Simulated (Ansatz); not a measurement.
**GaH2F (SMILES [H][Ga]([H])[F]): r2SCAN/STO-3G**

Aim: the energy change on altering one bond length of GaH2F at r2SCAN/STO-3G, from 2 runs. 

The calculation is run with Ansatz 0.2.0.

84 further runs of the same task are left out: 38 that didn't finish, 46 set aside as unsound or not needed.

### 1 The structure to begin with

GaH2F: 4 atoms, total charge 0, spin state singlet. As SMILES, `[H][Ga]([H])[F]`. The shape comes from GFN2-xTB, which is rough for such elements, and wasn't checked as a minimum.

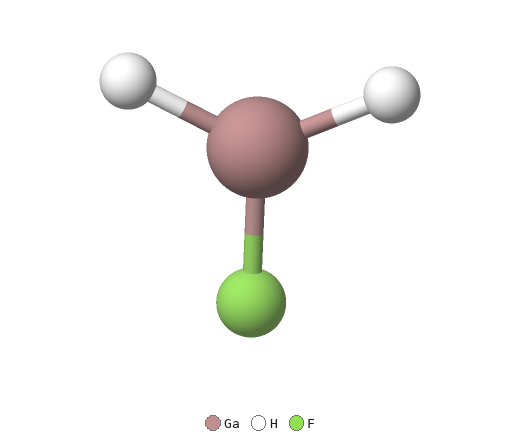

The structure, seen from a chosen angle (gallium pink, hydrogen white, fluorine green).

### 2 A single-point energy at r2SCAN/STO-3G

Input file molecule.yaml:

```yaml
crystal:
  periodic: [false, false, false]
  atoms:
    - {symbol: Ga, position_ang: [0.051230, 0.085260, 0.000790]}
    - {symbol: H, position_ang: [1.586900, -0.059960, 0.013870]}
    - {symbol: H, position_ang: [-0.797470, 1.373580, -0.018980]}
    - {symbol: F, position_ang: [-0.840670, -1.398880, 0.004310]}
basis:
  gaussian: {orbitals: STO-3G}
hamiltonian: {xc: r2scan}
accuracy: high
```

Run with:

```console
$ ansatz run molecule.yaml --threads 1 --pin off --max-ram 2610MiB --events-out events.jsonl --progress --plain --runs-dir runs
```

The log of the run:

```text
Warning: RAYON_NUM_THREADS=1 ignored (pool sized by the plan → 1); use --threads N
Functional definition: r2SCAN
  name "r2SCAN"
  parameter k0 = 0.174
  parameter k1 = 0.065
  parameter a1 = 4.9479
  exchange = r2scan_x(k0 = k0, k1 = k1, a1 = a1)
  correlation = r2scan_c
360 factors; integrals over basis functions are off by at most 7.2e-9 eV
mean field evaluation 1: about -53913.4413 eV, gradient 3.3e2 eV
mean field evaluation 2: about -54187.4603 eV, gradient 1.3e2 eV
mean field evaluation 4: about -54399.0941 eV, gradient 1.6e2 eV
mean field evaluation 8: about -54422.6184 eV, gradient 5.0e1 eV
mean field evaluation 16: about -54473.3213 eV, gradient 6.1e0 eV
mean field evaluation 32: about -54465.3248 eV, gradient 5.0e1 eV
mean field -54473.35766716 eV, -2001.8589709002 hartree, gradient 3.9e-8 eV, S^2 0.000000; 6 other end points of the search recorded, 0 dependent functions left out
reference -54473.35766754 eV, -2001.8589709139 hartree; 21, 21 occupied and 4, 4 virtual orbitals, 360 factors
Total energy: -54473.35766754 eV, -2001.8589709139 hartree
```

Run time: 5.1 s. Hardware: 1 thread of Arm Neoverse V1, shared host; peak memory 0.13 GiB.

### 3 The distorted shape at the same level

Input file input.yaml:

```yaml
crystal:
  periodic: [false, false, false]
  atoms:
    - {symbol: Ga, position_ang: [0.263411, -0.236829, 0.005733]}
    - {symbol: H, position_ang: [1.799081, -0.382049, 0.018813]}
    - {symbol: H, position_ang: [-0.797470, 1.373580, -0.018980]}
    - {symbol: F, position_ang: [-0.628489, -1.720969, 0.009253]}
basis:
  gaussian:
    orbitals: STO-3G
total_charge: 0
hamiltonian:
  xc: r2scan
accuracy: high
```

Run with:

```console
$ ansatz run input.yaml --threads 1 --pin off --max-ram 2610MiB --events-out events.jsonl --progress --plain --runs-dir runs
```

The log of the run, cut to the lines that bear on the results:

```text
Warning: RAYON_NUM_THREADS=1 ignored (pool sized by the plan → 1); use --threads N
[... 2 set-up lines as earlier in the session ...]
[...]
357 factors; integrals over basis functions are off by at most 6.1e-9 eV
[...]
mean field -54471.99177943 eV, -2001.8087754520 hartree, gradient 2.9e-8 eV, S^2 0.000000; 10 other end points of the search recorded, 0 dependent functions left out
reference -54471.99177982 eV, -2001.8087754661 hartree; 21, 21 occupied and 4, 4 virtual orbitals, 357 factors
Total energy: -54471.99177982 eV, -2001.8087754661 hartree
```

It took 24 s on 1 thread of Arm Neoverse V1, shared host; peak memory 0.13 GiB.

### 4 Results

Level: r2SCAN/STO-3G.

```
                                                          quantity           value
                                         first shape: total energy  -2001.85897 Eh
                                     distorted shape: total energy  -2001.80878 Eh
energy change with the Ga1–H3 bond stretched from 1.543 to 1.929 Å        1.366 eV
```

What this shows: With the Ga1–H3 bond stretched from 1.543 to 1.929 Å the energy rises by 1.37 eV (31 kcal/mol). The first shape isn't relaxed at this level, so the change isn't measured from a minimum. The minimal basis adds a large error of its own.
